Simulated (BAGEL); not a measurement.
# CH5SSi (SMILES C[SiH2][S]) at ROHF/cc-pVDZ (density fitting with qzvpp-jkfit)

Aim: the energy change on altering one bond length of CH5SSi at ROHF/cc-pVDZ (density fitting with qzvpp-jkfit), from 2 runs. 

Program for the calculation: BAGEL 1.2.2.

### Step 1. The system as given

The species is CH5SSi (8 atoms), meant as a doublet with charge 0. As SMILES, `C[SiH2][S]`. The coordinates come from a PBE0-D4/def2-TZVP relaxation.

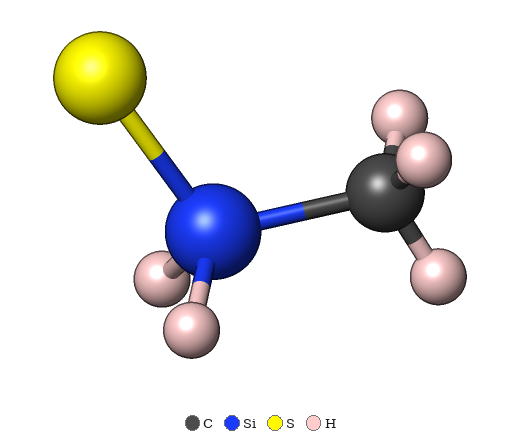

The structure, seen from a chosen angle (carbon dark grey, silicon blue, sulfur yellow, hydrogen pink).

### Step 2. The energy at ROHF/cc-pVDZ (density fitting with qzvpp-jkfit)

Contents of input.json:

```json
{ "bagel": [

{
  "title": "molecule",
  "basis": "cc-pvdz.json",
  "df_basis": "qzvpp-jkfit",
  "angstrom": true,
  "geometry": [
    { "atom": "C", "xyz": [      -0.598700,       0.798100,      -0.213000 ] },
    { "atom": "Si", "xyz": [       0.427600,      -0.729400,       0.083900 ] },
    { "atom": "S", "xyz": [       1.890200,      -0.504100,       1.609200 ] },
    { "atom": "H", "xyz": [      -1.299400,       0.628400,      -1.035300 ] },
    { "atom": "H", "xyz": [       0.038500,       1.647400,      -0.466400 ] },
    { "atom": "H", "xyz": [      -1.175300,       1.055400,       0.678100 ] },
    { "atom": "H", "xyz": [       1.258500,      -1.063000,      -1.109700 ] },
    { "atom": "H", "xyz": [      -0.449100,      -1.890100,       0.397300 ] }
  ]
},

{
  "title": "rohf",
  "nopen": 1
},

{
  "title": "print",
  "file": "orbitals.molden",
  "orbitals": true
}

]}
```

The basis set cc-pVDZ is read from a file made from the Basis Set Exchange's data (not shown).

Run with:

```bash
$ BAGEL_NUM_THREADS=1 BAGEL input.json > input.out
```

The log of the run:

```text
* using 1 threads per process

  ===============================================================
  ===============================================================

  *** Geometry ***

  { "atom" : "C", "xyz" : [     -1.131379,      1.508190,     -0.402512 ] },
  { "atom" : "Si", "xyz" : [      0.808047,     -1.378366,      0.158548 ] },
  { "atom" : "S", "xyz" : [      3.571960,     -0.952611,      3.040947 ] },
  { "atom" : "H", "xyz" : [     -2.455510,      1.187504,     -1.956433 ] },
  { "atom" : "H", "xyz" : [      0.072754,      3.113135,     -0.881368 ] },
  { "atom" : "H", "xyz" : [     -2.220995,      1.994417,      1.281423 ] },
  { "atom" : "H", "xyz" : [      2.378220,     -2.008779,     -2.097029 ] },
  { "atom" : "H", "xyz" : [     -0.848676,     -3.571771,      0.750788 ] },

  Number of auxiliary basis functions:      421

  Since a DF basis is specified, we compute 2- and 3-index integrals:
    o Being stored without compression. Storage requirement is 0.019 GB

  Number of basis functions:       75
  Number of electrons      :       41

    * METHOD: MOLECULE                             0.14

  *** Open-shell HF ***

  === Nuclear Repulsion ===
   139.4233503093

      * DIIS with orbital gradients will be used.

  === ROHF iteration (cc-pvdz.json) ===
      0       -727.12938565          0.02746904           0.07
      1       -727.23056670          0.01247102           0.07
      2       -727.24815483          0.00545305           0.08
      3       -727.25197085          0.00124704           0.08
      4       -727.25239490          0.00015819           0.08
      5       -727.25243434          0.00006812           0.08
      6       -727.25244054          0.00005414           0.08
      7       -727.25244418          0.00005058           0.08
      8       -727.25245255          0.00004616           0.08
      9       -727.25245858          0.00004458           0.08
     10       -727.25246598          0.00004376           0.08
     11       -727.25247763          0.00004240           0.08
     12       -727.25250480          0.00003827           0.08
     13       -727.25255210          0.00003193           0.08
     14       -727.25257481          0.00002534           0.08
     15       -727.25258839          0.00002425           0.08
     16       -727.25259702          0.00003480           0.08
     17       -727.25261090          0.00005258           0.08
     18       -727.25261356          0.00001272           0.08
     19       -727.25261378          0.00000512           0.08
     20       -727.25261454          0.00000391           0.08
     21       -727.25261476          0.00000193           0.08
     22       -727.25261479          0.00000152           0.08
     23       -727.25261485          0.00000087           0.08
     24       -727.25261489          0.00000049           0.08
     25       -727.25261491          0.00000022           0.08
     26       -727.25261492          0.00000006           0.08
     27       -727.25261492          0.00000003           0.08
     28       -727.25261492          0.00000002           0.08
     29       -727.25261492          0.00000001           0.08
     30       -727.25261492          0.00000001           0.08
    * SCF iteration converged.

    * S^2 (ROHF) is 0.7500

    * Permanent dipole moment:
           (    0.555090,    -0.223562,     0.387337) a.u.

    * METHOD: ROHF                                 2.55

    * METHOD: PRINT                                0.01

  ===============================================================
```

Run time: 2.9 s. Hardware: 1 thread of Arm Neoverse V2, shared host; peak memory 0.094 GiB.

### Step 3. The distorted shape, same level

Contents of hf.json:

```json
{ "bagel": [

{
  "title": "molecule",
  "basis": "cc-pvdz.json",
  "df_basis": "qzvpp-jkfit",
  "angstrom": true,
  "geometry": [
    { "atom": "C", "xyz": [   -0.906606,    1.256374,   -0.302075 ] },
    { "atom": "Si", "xyz": [    0.427600,   -0.729400,    0.083900 ] },
    { "atom": "S", "xyz": [    1.890200,   -0.504100,    1.609200 ] },
    { "atom": "H", "xyz": [   -1.607306,    1.086674,   -1.124375 ] },
    { "atom": "H", "xyz": [   -0.269406,    2.105674,   -0.555475 ] },
    { "atom": "H", "xyz": [   -1.483206,    1.513674,    0.589025 ] },
    { "atom": "H", "xyz": [    1.258500,   -1.063000,   -1.109700 ] },
    { "atom": "H", "xyz": [   -0.449100,   -1.890100,    0.397300 ] }
  ]
},
{
  "title": "rohf",
  "nopen": 1
},
{
  "title": "print",
  "file": "orbitals.molden",
  "orbitals": true
}

]}
```

The basis set cc-pVDZ is read from a file made from the Basis Set Exchange's data (not shown).

Run with:

```bash
$ BAGEL_NUM_THREADS=1 BAGEL hf.json > hf.out
```

The log of the run:

```text
* using 1 threads per process

  ===============================================================
  ===============================================================

  *** Geometry ***

  { "atom" : "C", "xyz" : [     -1.713237,      2.374203,     -0.570839 ] },
  { "atom" : "Si", "xyz" : [      0.808047,     -1.378366,      0.158548 ] },
  { "atom" : "S", "xyz" : [      3.571960,     -0.952611,      3.040947 ] },
  { "atom" : "H", "xyz" : [     -3.037368,      2.053516,     -2.124761 ] },
  { "atom" : "H", "xyz" : [     -0.509104,      3.979147,     -1.049696 ] },
  { "atom" : "H", "xyz" : [     -2.802853,      2.860429,      1.113096 ] },
  { "atom" : "H", "xyz" : [      2.378220,     -2.008779,     -2.097029 ] },
  { "atom" : "H", "xyz" : [     -0.848676,     -3.571771,      0.750788 ] },

  Number of auxiliary basis functions:      421

  Since a DF basis is specified, we compute 2- and 3-index integrals:
    o Being stored without compression. Storage requirement is 0.019 GB

  Number of basis functions:       75
  Number of electrons      :       41

    * METHOD: MOLECULE                             0.14

  *** Open-shell HF ***

  === Nuclear Repulsion ===
   129.2455472330

      * DIIS with orbital gradients will be used.

  === ROHF iteration (cc-pvdz.json) ===
      0       -727.07154718          0.02702564           0.08
      1       -727.17132902          0.01452461           0.08
      2       -727.19271940          0.00697119           0.08
      3       -727.19928891          0.00145139           0.08
      4       -727.19985994          0.00021949           0.08
      5       -727.19990609          0.00010324           0.08
      6       -727.19991379          0.00005760           0.07
      7       -727.19991841          0.00005197           0.08
      8       -727.19992435          0.00004935           0.08
      9       -727.19993246          0.00004758           0.08
[... 24 lines of this table left out ...]
     34       -727.20013231          0.00000002           0.08
     35       -727.20013231          0.00000002           0.08
     36       -727.20013231          0.00000001           0.08
     37       -727.20013231          0.00000001           0.07
    * SCF iteration converged.

    * S^2 (ROHF) is 0.7500

    * Permanent dipole moment:
           (    0.363888,    -0.003014,     0.309397) a.u.

    * METHOD: ROHF                                 3.05

    * METHOD: PRINT                                0.01

  ===============================================================
```

Run time: 3.6 s. Hardware: 1 thread of Arm Neoverse V2, shared host; peak memory 0.093 GiB.

### Step 4. Results

At ROHF/cc-pVDZ (density fitting with qzvpp-jkfit):

| quantity | value |
| --- | --- |
| first shape: total energy | -727.25261 Eh |
| first shape: dipole moment | 1.81 D |
| first shape: ⟨S²⟩ | 0.750 |
| distorted shape: total energy | -727.20013 Eh |
| distorted shape: dipole moment | 1.21 D |
| distorted shape: ⟨S²⟩ | 0.750 |
| energy change with the C1–Si2 bond stretched from 1.864 to 2.423 Å | 1.428 eV |

What this shows: With the C1–Si2 bond stretched from 1.864 to 2.423 Å the energy rises by 1.43 eV (33 kcal/mol). The first shape isn't relaxed at this level, so the change isn't measured from a minimum.
